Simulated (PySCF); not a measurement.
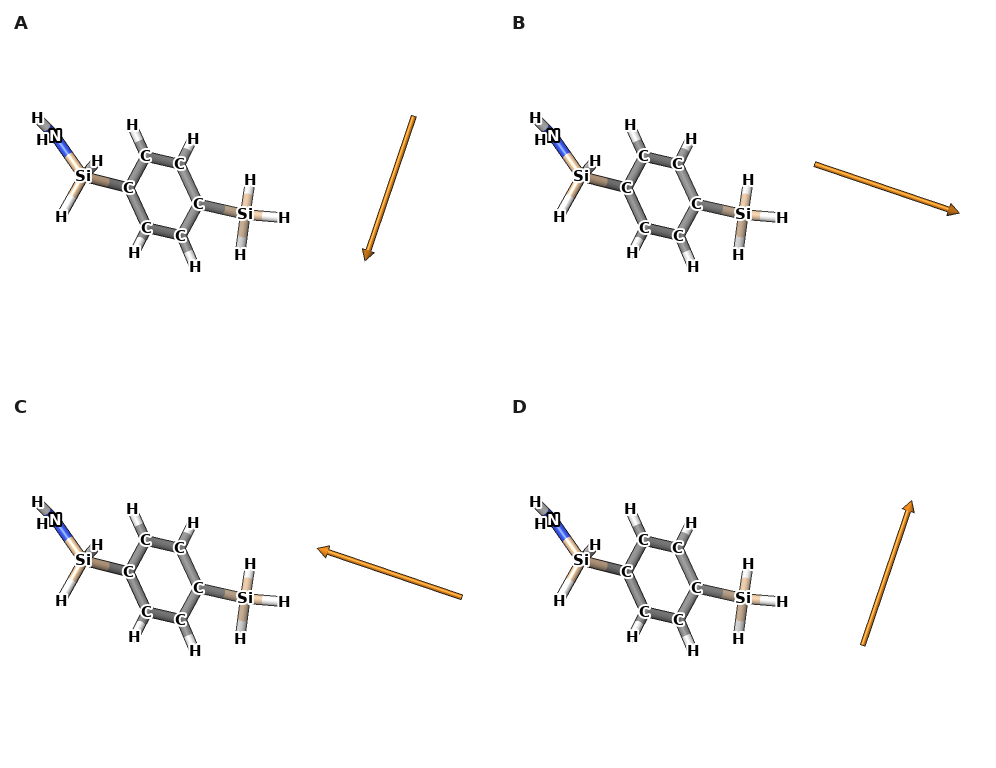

The same molecule four times, each with an arrow. Computed geometry: PBE0-D3(BJ)/def2-SVP optimisation. No frequency run is at hand to confirm it as a minimum. Level of theory: PBE0/pcSseg-1, gas phase (PySCF 2.14.0).

Question: Which arrow points along the dipole moment, from the negative to the positive end?

Answer: C. The dipole moment is 1.65 D.
